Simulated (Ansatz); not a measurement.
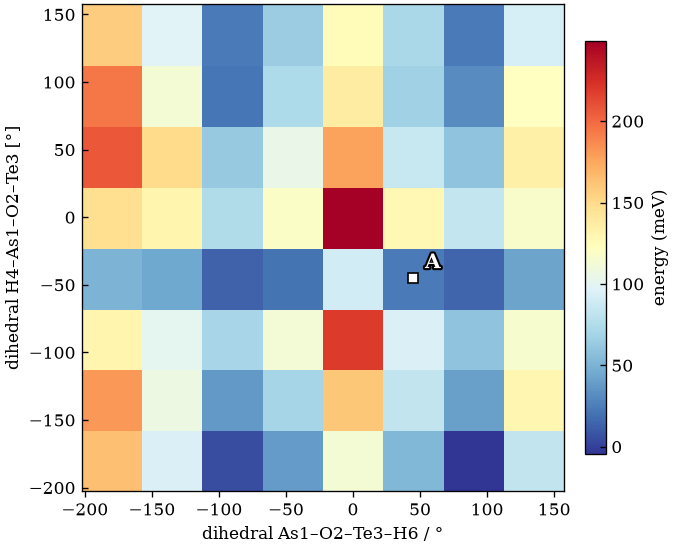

AsH₃OTe, SMILES [AsH2]O[TeH]. 
- Coordinates scanned: (1) dihedral As1–O2–Te3–H6; (2) dihedral H4–As1–O2–Te3.
- Nothing is relaxed (all other coordinates rigid).
- Grid: 8 × 8 points.
- All energies are given in meV relative to the relaxed molecule at the same level.
- Energies and slopes of some neighbouring points disagree (a jump in structure or state, or too coarse a mesh).
- Method: Ansatz 0.2.0, RKS PBE0-D4/def2-TZVP.

In the figure: one coloured cell a grid point, the point A.

### Which way does the force act at A, and how strong is it?

A, at dihedral As1–O2–Te3–H6 = 45°, dihedral H4–As1–O2–Te3 = −45°, is not a stationary point. The computed force is 1.4 meV for each degree towards larger values of dihedral As1–O2–Te3–H6 and 1.6 meV for each degree towards smaller values of dihedral H4–As1–O2–Te3.
